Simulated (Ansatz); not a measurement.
## Electronic structure of HF···ClH3Si (SMILES F.[SiH3]Cl) in real space

Input file:

```
crystal:
  periodic: [false, false, false]
  atoms:
    - {symbol: F, position_ang: [-0.264704, -0.162219, -2.156411]}
    - {symbol: H, position_ang: [0.310569, -0.783496, -2.519878]}
    - {symbol: Si, position_ang: [-0.028038, 0.178822, 0.791290]}
    - {symbol: Cl, position_ang: [0.191455, 0.370838, 2.832939]}
    - {symbol: H, position_ang: [0.142728, 1.518706, 0.191561]}
    - {symbol: H, position_ang: [-1.376576, -0.369009, 0.533947]}
    - {symbol: H, position_ang: [1.024666, -0.753641, 0.326453]}
basis:
  gaussian: {orbitals: "def2-TZVPPD.json"}
hamiltonian: {xc: pbe0, dispersion: d4}
output: {orbitals: {seedname: orbitals}}
```

Run with:

```sh
ansatz run in.yaml --threads 2 --pin off --events-out ev --progress --plain --max-ram 5222MiB
```

Geometry: PBE0-D4/def2-TZVP.

Computed with RKS PBE0-D4/def2-TZVPPD in Ansatz 0.2.0.

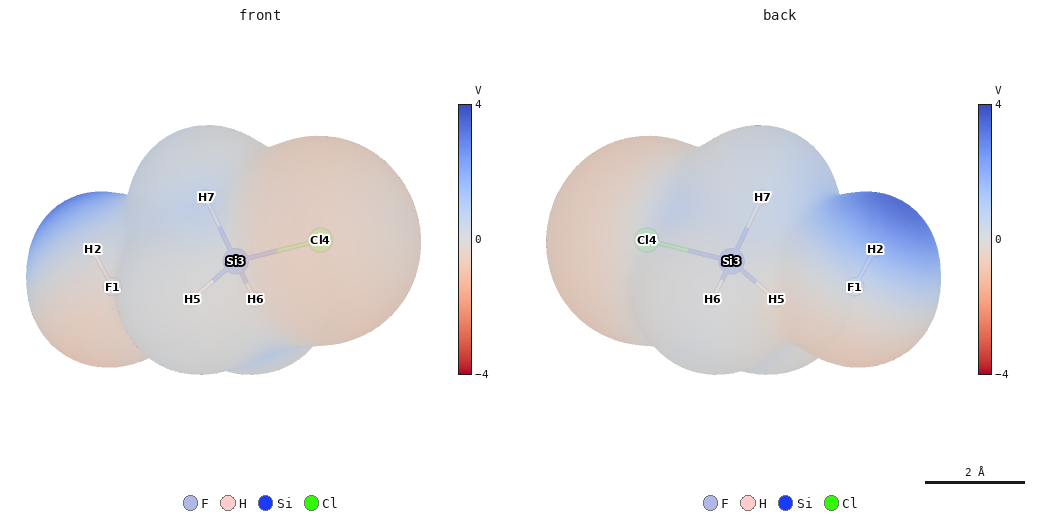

Figure 1. The electrostatic potential painted on the density surface at 0.001 e/bohr³, seen from the front and from behind; red is negative and blue positive.

Which sites attract a positive test charge, and which a negative one?

A positive charge is drawn to the negative regions and a negative charge to the positive ones. The most negative region (about −0.6 V) lies over F1 and Cl4, the most positive (about +3.2 V) over H2.

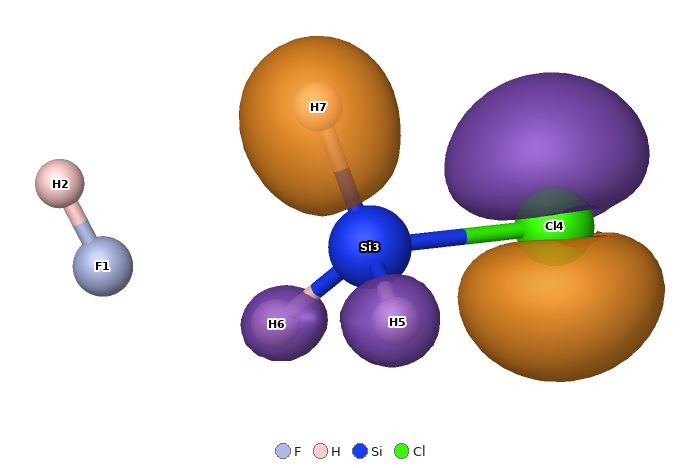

Figure 2. The HOMO−1 at ±0.15 Å⁻³ᐟ² (orange and purple are the two phases), seen at a tilt.

Describe this orbital and give its energy.

Its weight (Hirshfeld) is mainly on Cl4 (about 65 %), Si3 (about 15 %) and H7 (about 15 %). Its energy is −8.82 eV.

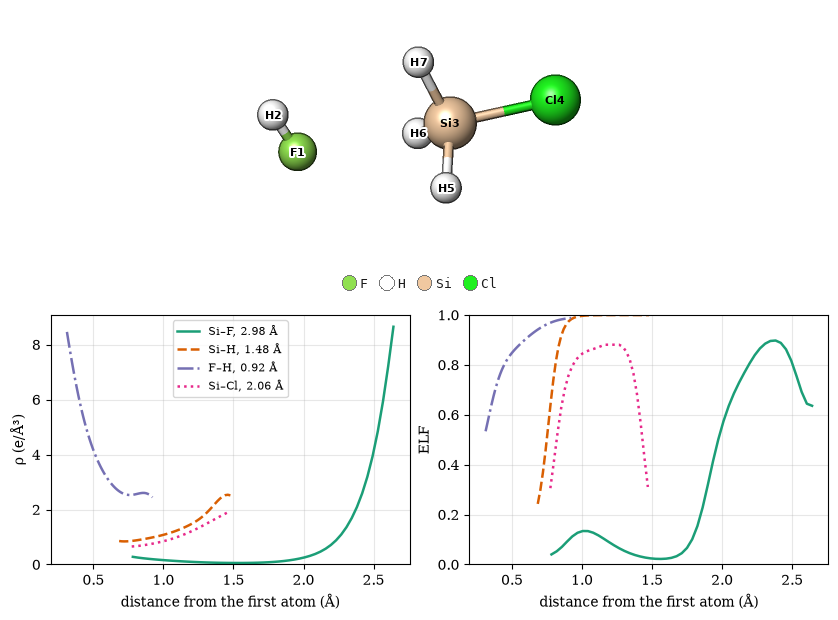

Figure 3. Electron density and electron localisation function along straight lines between neighbouring atoms. The curves leave out the atomic cores. The structure is drawn too.

What can be read from the curves?

Si3···F1 (2.98 Å): the density falls to about 0.06 e/Å³ on the way; the ELF dips to about 0 between them.
Si–H (1.48 Å): ρ at the midpoint is about 0.84 e/Å³; the ELF climbs to about 1 towards the hydrogen, as it does in any bond to H.
F–H (0.92 Å): the density is about 4.8 e/Å³ at the midpoint; the ELF climbs to about 1 towards the hydrogen (a covalent bond by its length).
Si–Cl (2.06 Å): ρ at the midpoint is about 0.89 e/Å³; the ELF peaks at about 0.90 between the atoms: a polar covalent bond.

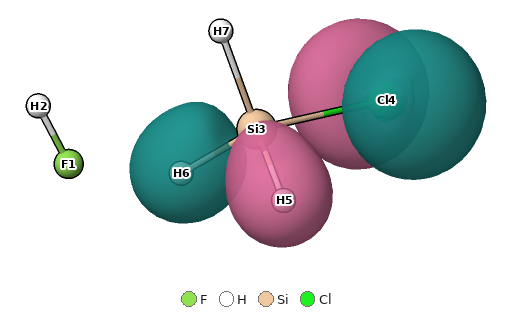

Figure 4. The HOMO at ±0.15 Å⁻³ᐟ² (teal and pink are the two phases), seen at a tilt.

What is the character of this orbital?

By Hirshfeld shares it lies mainly on Cl4 (about 65 %), Si3 (about 15 %), H6 (about 10 %) and H5 (about 10 %). Its energy is −8.81 eV.
